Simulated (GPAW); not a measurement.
# C/Rh(110): work function by functional and basis, part 2 of 2

Wanted: work functions and dipole of C/Rh(110), with the cost of each level.

GPAW 26.7.0; GPAW, PAW setups; slab in vacuum, relaxation (the session's first sound run).

So far, upper work function (eV): step 2 (relaxing the atoms, PBE, GPAW) 5.39; step 3 (the slab's potential, PBE, GPAW) 5.39; step 4 (self-consistent run: xc = "LDA") 5.76.

## 5. Self-consistent run: xc = "RPBE"

The same geometry under RPBE, to see how far the functional moves the levels against the vacuum.

Contents of run.py:

```python
import json
import numpy as np
from ase import Atoms
from gpaw import GPAW, PW

slab = Atoms(
    ['Rh', 'Rh', 'Rh', 'Rh', 'Rh', 'C'],
    positions=[
        [0.00000, 0.00000, 8.00000],
        [1.90000, 1.34350, 9.34350],
        [0.00000, 0.00000, 10.66428],
        [1.90000, 1.34350, 12.15166],
        [0.00000, 0.00000, 13.83088],
        [1.90000, 1.34350, 13.99037]],
    cell=[[3.8, 0.0, 0.0], [0.0, 2.68701, 0.0], [0.0, 0.0, 21.87401]],
    pbc=[True, True, False])

slab.calc = GPAW(mode=PW(500), xc='RPBE', kpts={'size': (8, 12, 1), 'gamma': True},
                 occupations={'name': 'fermi-dirac', 'width': 0.1}, nbands='160%',
                 convergence={'density': 1e-05}, maxiter=200,
                 poissonsolver={'dipolelayer': 'xy'},
                 symmetry={'tolerance': 1e-3}, txt='slab.txt')
result = {}
energy = slab.get_potential_energy()
fermi = slab.calc.get_fermi_level()
v = slab.calc.get_electrostatic_potential().mean((0, 1)) - fermi
n = slab.calc.get_pseudo_density().mean((0, 1))
L = slab.cell[2, 2]
z = np.arange(len(v)) * L / len(v)
low, high = slab.positions[:, 2].min(), slab.positions[:, 2].max()
below, above = np.interp([low - 5.8, high + 5.8], z, v)
slopes = [np.interp(x, z, np.gradient(v, z)) for x in (low - 5.8, high + 5.8)]
eps = np.array([[slab.calc.get_eigenvalues(k, s) for k in range(len(slab.calc.get_ibz_k_points()))]
                for s in range(slab.calc.get_number_of_spins())]) - fermi
top, bottom = eps[eps < 0].max(), eps[eps > 0].min()
dipole = slab.get_dipole_moment()[2]
print(f'energy {energy:.4f} eV, Fermi level {fermi:.4f} eV, dipole {dipole:.5f} e A')
print(f'potential 5.8 A off the faces, from the Fermi level: lower {below:.4f} eV, upper {above:.4f} eV')
print(f'slope of the potential there: lower {slopes[0]:.5f}, upper {slopes[1]:.5f} eV/A')
print(f'nearest levels on the mesh: {top:.4f} and {bottom:.4f} eV')
print('magnetic moment', round(slab.get_magnetic_moment(), 3))
result.update(energy=energy, fermi=fermi, dipole=dipole, below=below, above=above, slopes=slopes, edges=[top, bottom],
              z=z.tolist(), v=v.tolist(), n=n.tolist(), positions=slab.positions.tolist(),
              forces=slab.get_forces(apply_constraint=False).tolist(), moments=slab.get_magnetic_moments().tolist())
json.dump(result, open('result.json', 'w'))
```

The run is started by

```console
OMP_NUM_THREADS=1 OPENBLAS_NUM_THREADS=1 python run.py
```

What it wrote:

```text
energy -38.0937 eV, Fermi level 0.8178 eV, dipole -0.05647 e A
potential 5.8 A off the faces, from the Fermi level: lower 4.2273 eV, upper 5.2285 eV
slope of the potential there: lower -0.00033, upper 0.00024 eV/A
nearest levels on the mesh: -0.0020 and 0.0050 eV
magnetic moment 0.0
```

Run time: 8.7 min. Hardware: 1 thread of Arm Neoverse V1, shared host; peak memory 0.44 GiB.

This step gave:

```
dipole along the normal                    : -0.05647 e·Å
levels nearest the Fermi level on the mesh : -0.002024, 0.005007 eV from the Fermi level
upper work function                        : 5.229 eV
lower work function                        : 4.227 eV
```

The electrostatic potential energy of an electron (without an applied field's), less the Fermi level, planar mean oscillates, so the rows of the table below give means over windows of 1.37 Å about each position, cut where the curve ends. Its maxima inside the range that stand out by 2 % of the span (Å: eV): 8.7: -7.85, 10.0: -8.62, 11.4: -6.05, 12.9: -3.63. Its minima: 8.0: -14.6, 9.4: -15.6, 10.7: -15.4, 12.1: -14.7, 13.9: -24.4.

The electrostatic potential energy of an electron (without an applied field's), less the Fermi level, planar mean by z; means over each step:

```
z (Å)  electrostatic potential energy of an electron (without an applied field's), less the Fermi level, planar mean (eV)
 0.69                                                                                                                4.30
 2.06                                                                                                                4.23
 3.43                                                                                                                4.23
 4.79                                                                                                                4.21
 6.17                                                                                                                3.75
 7.54                                                                                                               -6.48
 8.91                                                                                                               -11.6
10.28                                                                                                               -12.0
11.65                                                                                                               -10.1
13.02                                                                                                               -8.75
14.39                                                                                                               -10.3
15.76                                                                                                                4.76
17.12                                                                                                                5.22
18.50                                                                                                                5.23
19.86                                                                                                                5.23
21.23                                                                                                                5.18
```

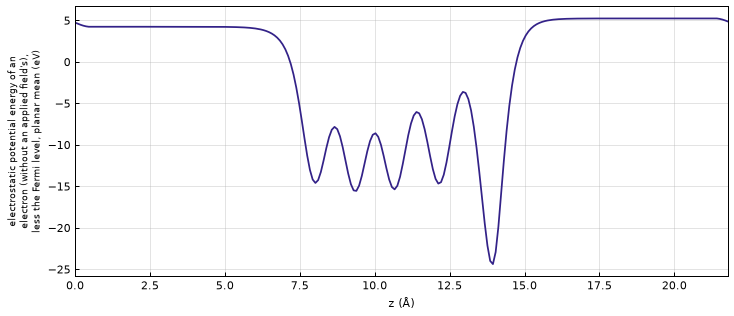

Electrostatic potential energy of an electron (without an applied field's), less the Fermi level, planar mean, plotted against z.

The upper face's work function is 5.229 eV, against 5.387 eV in the first plane-wave PBE run at this geometry.

## 6. Self-consistent run: xc = "vdW-DF2"

The same geometry under vdW-DF2, to see how far the functional moves the levels against the vacuum (the van der Waals functionals take revPBE setups).

Changes to run.py since step 5:

```diff
@@ -17,3 +17,3 @@
 
-slab.calc = GPAW(mode=PW(500), xc='RPBE', kpts={'size': (8, 12, 1), 'gamma': True},
+slab.calc = GPAW(mode=PW(500), xc='vdW-DF2', kpts={'size': (8, 12, 1), 'gamma': True},
                  occupations={'name': 'fermi-dirac', 'width': 0.1}, nbands='160%',
```

What it wrote:

```text
energy -488.6694 eV, Fermi level 0.4933 eV, dipole -0.05013 e A
potential 5.8 A off the faces, from the Fermi level: lower 4.8258 eV, upper 5.7145 eV
slope of the potential there: lower -0.00037, upper 0.00023 eV/A
nearest levels on the mesh: -0.0130 and 0.0035 eV
magnetic moment 0.0
```

Run time: 7.2 min. Hardware: 1 thread; peak memory 0.61 GiB.

This step gave:

| Quantity | Value |
| --- | --- |
| dipole along the normal | -0.05013 e·Å |
| levels nearest the Fermi level on the mesh | -0.01297, 0.003522 eV from the Fermi level |
| upper work function | 5.715 eV |
| lower work function | 4.826 eV |

The upper face's work function is 5.715 eV, against 5.387 eV in the first plane-wave PBE run at this geometry.

## 7. OptPBE vdW: xc = "optPBE-vdW"

The same geometry under optPBE-vdW, to see how far the functional moves the levels against the vacuum (the van der Waals functionals take revPBE setups).

Changes to run.py since step 6:

```diff
@@ -17,3 +17,3 @@
 
-slab.calc = GPAW(mode=PW(500), xc='vdW-DF2', kpts={'size': (8, 12, 1), 'gamma': True},
+slab.calc = GPAW(mode=PW(500), xc='optPBE-vdW', kpts={'size': (8, 12, 1), 'gamma': True},
                  occupations={'name': 'fermi-dirac', 'width': 0.1}, nbands='160%',
```

What it wrote:

```text
energy -114.1883 eV, Fermi level 0.5475 eV, dipole -0.05427 e A
potential 5.8 A off the faces, from the Fermi level: lower 4.6117 eV, upper 5.5739 eV
slope of the potential there: lower -0.00032, upper 0.00022 eV/A
nearest levels on the mesh: -0.0013 and 0.0032 eV
magnetic moment 0.0
```

Run time: 9.6 min. Hardware: 1 thread; peak memory 0.61 GiB.

This step gave:

| Property | Result |
| --- | --- |
| dipole along the normal | -0.05427 e·Å |
| levels nearest the Fermi level on the mesh | -0.001286, 0.003180 eV from the Fermi level |
| upper work function | 5.574 eV |
| lower work function | 4.612 eV |

The upper face's work function is 5.574 eV, against 5.387 eV in the first plane-wave PBE run at this geometry.

## 8. Self-consistent run: xc = "revPBE"

The same geometry under revPBE, to see how far the functional moves the levels against the vacuum.

Changes to run.py since step 7:

```diff
@@ -17,3 +17,3 @@
 
-slab.calc = GPAW(mode=PW(500), xc='optPBE-vdW', kpts={'size': (8, 12, 1), 'gamma': True},
+slab.calc = GPAW(mode=PW(500), xc='revPBE', kpts={'size': (8, 12, 1), 'gamma': True},
                  occupations={'name': 'fermi-dirac', 'width': 0.1}, nbands='160%',
```

What it wrote:

```text
energy -38.7391 eV, Fermi level 0.7968 eV, dipole -0.05636 e A
potential 5.8 A off the faces, from the Fermi level: lower 4.2464 eV, upper 5.2456 eV
slope of the potential there: lower -0.00035, upper 0.00025 eV/A
nearest levels on the mesh: -0.0029 and 0.0049 eV
magnetic moment 0.0
```

Wall time 10 min (1 thread); peak memory 0.44 GiB.

Numbers from this step:

```
dipole along the normal                    : -0.05636 e·Å
levels nearest the Fermi level on the mesh : -0.002924, 0.004943 eV from the Fermi level
upper work function                        : 5.246 eV
lower work function                        : 4.246 eV
```

The electrostatic potential energy of an electron (without an applied field's), less the Fermi level, planar mean oscillates, so the rows of the table below give means over windows of 1.37 Å about each position, cut where the curve ends. Its maxima inside the range that stand out by 2 % of the span (Å: eV): 8.7: -7.82, 10.0: -8.59, 11.4: -6.03, 12.9: -3.60. Its minima: 8.0: -14.6, 9.4: -15.5, 10.7: -15.4, 12.1: -14.7, 13.9: -24.4.

Electrostatic potential energy of an electron (without an applied field's), less the Fermi level, planar mean against z; means over each step:

```
z (Å)  electrostatic potential energy of an electron (without an applied field's), less the Fermi level, planar mean (eV)
 0.69                                                                                                                4.32
 2.06                                                                                                                4.25
 3.43                                                                                                                4.25
 4.79                                                                                                                4.23
 6.17                                                                                                                3.78
 7.54                                                                                                               -6.45
 8.91                                                                                                               -11.6
10.28                                                                                                               -11.9
11.65                                                                                                               -10.1
13.02                                                                                                               -8.73
14.39                                                                                                               -10.3
15.76                                                                                                                4.79
17.12                                                                                                                5.24
18.50                                                                                                                5.25
19.86                                                                                                                5.25
21.23                                                                                                                5.20
```

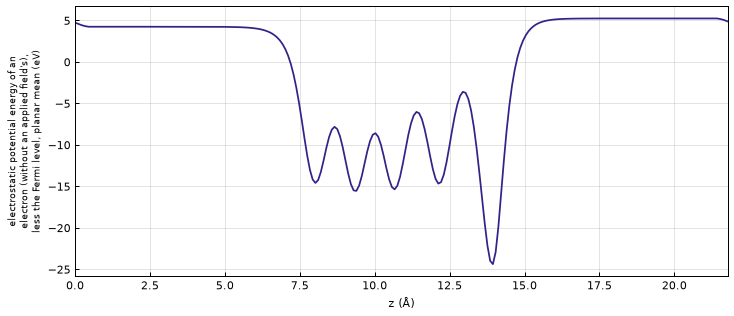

Electrostatic potential energy of an electron (without an applied field's), less the Fermi level, planar mean against z.

The upper face's work function is 5.246 eV, against 5.387 eV in the first plane-wave PBE run at this geometry.

## 9. Real-space grid: mode = "fd"

A real-space grid is a second complete basis, so it checks the plane-wave result.

Changes to run.py since step 8:

```diff
@@ -3,3 +3,3 @@
 from ase import Atoms
-from gpaw import GPAW, PW
+from gpaw import GPAW
 
@@ -17,3 +17,3 @@
 
-slab.calc = GPAW(mode=PW(500), xc='revPBE', kpts={'size': (8, 12, 1), 'gamma': True},
+slab.calc = GPAW(mode='fd', h=0.18, xc='PBE', kpts={'size': (8, 12, 1), 'gamma': True},
                  occupations={'name': 'fermi-dirac', 'width': 0.1}, nbands='160%',
```

What it wrote:

```text
energy -41.5031 eV, Fermi level -4.8976 eV, dipole -0.05541 e A
potential 5.8 A off the faces, from the Fermi level: lower 4.4066 eV, upper 5.3886 eV
slope of the potential there: lower -0.00003, upper 0.00001 eV/A
nearest levels on the mesh: -0.0038 and 0.0058 eV
magnetic moment 0.0
```

Wall time 37 min (1 thread); peak memory 2 GiB.

Numbers from this step:

```yaml
dipole_along_the_normal: -0.05541 e·Å
levels_nearest_the_fermi_level_on_the_mesh: -0.003796, 0.005804 eV from the Fermi level
upper_work_function: 5.389 eV
lower_work_function: 4.407 eV
```

The electrostatic potential energy of an electron (without an applied field's), less the Fermi level, planar mean oscillates, so the rows of the table below give means over windows of 1.37 Å about each position, cut where the curve ends. Its maxima inside the range that stand out by 2 % of the span (Å: eV): 8.7: -7.76, 10.0: -8.53, 11.4: -5.96, 12.9: -3.54. Its minima: 8.0: -14.5, 9.4: -15.5, 10.7: -15.3, 12.1: -14.6, 13.9: -24.3.

Electrostatic potential energy of an electron (without an applied field's), less the Fermi level, planar mean against z; means over each step:

| z (Å) | electrostatic potential energy of an electron (without an applied field's), less the Fermi level, planar mean (eV) |
| --- | --- |
| 0.69 | 4.42 |
| 2.06 | 4.41 |
| 3.43 | 4.41 |
| 4.79 | 4.39 |
| 6.17 | 3.93 |
| 7.54 | -6.37 |
| 8.91 | -11.6 |
| 10.28 | -11.9 |
| 11.65 | -10.0 |
| 13.02 | -8.67 |
| 14.39 | -10.2 |
| 15.76 | 4.92 |
| 17.12 | 5.38 |
| 18.50 | 5.39 |
| 19.86 | 5.39 |
| 21.23 | 5.39 |

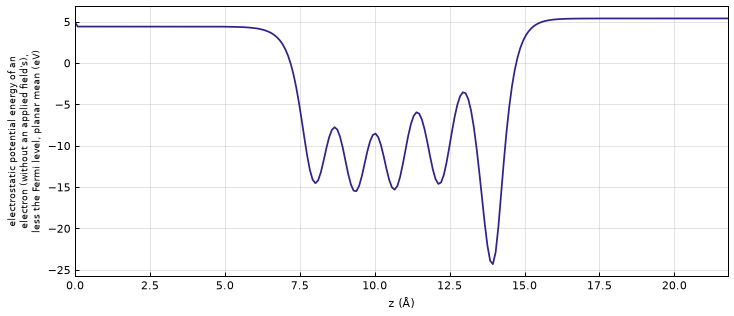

Electrostatic potential energy of an electron (without an applied field's), less the Fermi level, planar mean, plotted against z.

The upper face's work function is 5.389 eV, against 5.387 eV in the first plane-wave PBE run at this geometry.

## 10. Atomic orbitals: mode = "lcao"

Atom-centred orbitals end a few angstrom from the surface, which tests how much the density's tail matters.

Changes to run.py since step 9:

```diff
@@ -17,4 +17,4 @@
 
-slab.calc = GPAW(mode='fd', h=0.18, xc='PBE', kpts={'size': (8, 12, 1), 'gamma': True},
-                 occupations={'name': 'fermi-dirac', 'width': 0.1}, nbands='160%',
+slab.calc = GPAW(mode='lcao', basis='dzp', h=0.18, xc='PBE', kpts={'size': (8, 12, 1), 'gamma': True},
+                 occupations={'name': 'fermi-dirac', 'width': 0.1}, nbands='120%',
                  convergence={'density': 1e-05}, maxiter=200,
```

What it wrote:

```text
energy -39.4012 eV, Fermi level -4.9345 eV, dipole -0.05866 e A
potential 5.8 A off the faces, from the Fermi level: lower 4.4146 eV, upper 5.4543 eV
slope of the potential there: lower -0.00001, upper 0.00000 eV/A
nearest levels on the mesh: -0.0058 and 0.0013 eV
magnetic moment 0.0
```

The job ended after 48 min (1 thread; peak memory 0.52 GiB).

This step gave:

| Property | Result |
| --- | --- |
| dipole along the normal | -0.05866 e·Å |
| levels nearest the Fermi level on the mesh | -0.005791, 0.001346 eV from the Fermi level |
| upper work function | 5.454 eV |
| lower work function | 4.415 eV |

The electrostatic potential energy of an electron (without an applied field's), less the Fermi level, planar mean oscillates, so the rows of the table below give means over windows of 1.37 Å about each position, cut where the curve ends. Its maxima inside the range that stand out by 2 % of the span (Å: eV): 8.7: -7.74, 10.0: -8.50, 11.4: -5.85, 12.9: -3.55. Its minima: 8.0: -14.5, 9.4: -15.6, 10.7: -15.3, 12.1: -14.6, 13.9: -24.4.

Electrostatic potential energy of an electron (without an applied field's), less the Fermi level, planar mean against z; means over each step:

| z (Å) | electrostatic potential energy of an electron (without an applied field's), less the Fermi level, planar mean (eV) |
| --- | --- |
| 0.69 | 4.43 |
| 2.06 | 4.41 |
| 3.43 | 4.41 |
| 4.79 | 4.40 |
| 6.17 | 3.95 |
| 7.54 | -6.32 |
| 8.91 | -11.6 |
| 10.28 | -11.9 |
| 11.65 | -9.93 |
| 13.02 | -8.71 |
| 14.39 | -10.2 |
| 15.76 | 5.00 |
| 17.12 | 5.44 |
| 18.50 | 5.45 |
| 19.86 | 5.45 |
| 21.23 | 5.45 |

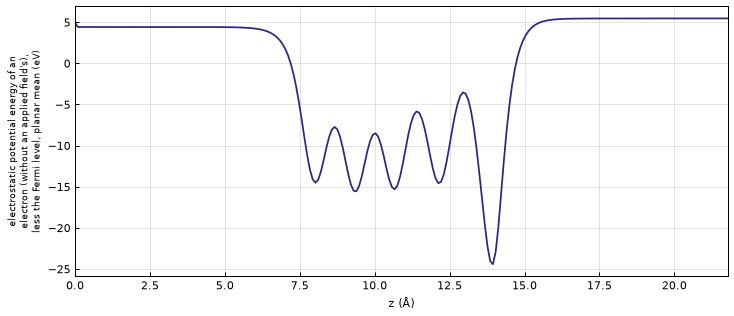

Electrostatic potential energy of an electron (without an applied field's), less the Fermi level, planar mean, plotted against z.

The upper face's work function is 5.454 eV, against 5.387 eV in the first plane-wave PBE run at this geometry.

## 11. Cost and result by level

Times are for 1 thread of Arm Neoverse V1, shared host. Results by setting:

```
no.         run  upper work function (eV)  lower work function (eV)     time  memory (GiB)
  1          pw                     5.387                     4.406  7.5 min          0.44
  2         LDA                     5.762                     4.790    8 min          0.45
  3        RPBE                     5.229                     4.227  8.7 min          0.44
  4     vdW DF2                     5.715                     4.826  7.2 min          0.61
  5  optPBE vdW                     5.574                     4.612  9.6 min          0.61
  6      revPBE                     5.246                     4.246   10 min          0.44
  7          fd                     5.389                     4.407   37 min             2
  8        lcao                     5.454                     4.415   48 min          0.52
```

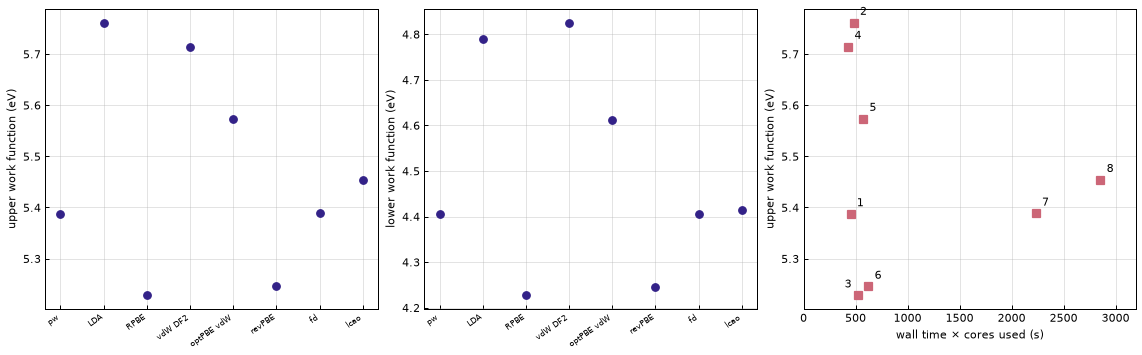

The series as plots; the last panel sets the first result against cost, with the runs numbered as in the table.

## 12. Side by side

Results and costs are gathered.

This step: comparison of work functions, dipole and cost (GPAW 26.7.0).

Ladder, by row:

```
      step  code  work function, upper (eV)  work function, lower (eV)  dipole (e Å)  wall time (s)  peak memory (GiB)  threads
        pw  GPAW                      5.387                      4.406      -0.05536          451.9               0.44        1
       LDA  GPAW                      5.762                       4.79      -0.05481          482.4               0.45        1
      RPBE  GPAW                      5.229                      4.227      -0.05647          521.9               0.44        1
   vdW-DF2  GPAW                      5.715                      4.826      -0.05013          429.1               0.61        1
optPBE-vdW  GPAW                      5.574                      4.612      -0.05427          573.2               0.61        1
    revPBE  GPAW                      5.246                      4.246      -0.05636          622.7               0.44        1
        fd  GPAW                      5.389                      4.407      -0.05541           2232                  2        1
      lcao  GPAW                      5.454                      4.415      -0.05866           2854               0.52        1
```

## 13. Outcome

| Property | Result |
| --- | --- |
| work function, upper and lower face | 5.387 and 4.406 eV |
| dipole along the normal | -0.0554 e Å |

**Reading.** With plane waves and PBE the work function is 5.39 eV on the upper face and 4.41 eV on the lower. The two faces differ by 0.98 eV, the step that the slab's dipole makes (e p/(ε0 A) gives 0.98 eV), so the dipole layer is needed. Over the sound runs of the table the upper face's work function spans 5.229 (RPBE) to 5.762 eV (LDA). The cell of 10.2 Å² holds one C, started on one chosen site; other sites and coverages weren't tried. The in-plane lattice was kept as typed, which isn't the functional's own and leaves some strain; spin-orbit coupling and temperature are left out.

[Logs are printed without paths, hosts, clocks, repeated set-up lines and the standing remarks that a program may print on its own settings, such as how far it seeks lower states.]

[Hosts, paths, dates, database ids (printed as entryN), source tags and the programs' standing remarks are cut or masked in the printed files.]
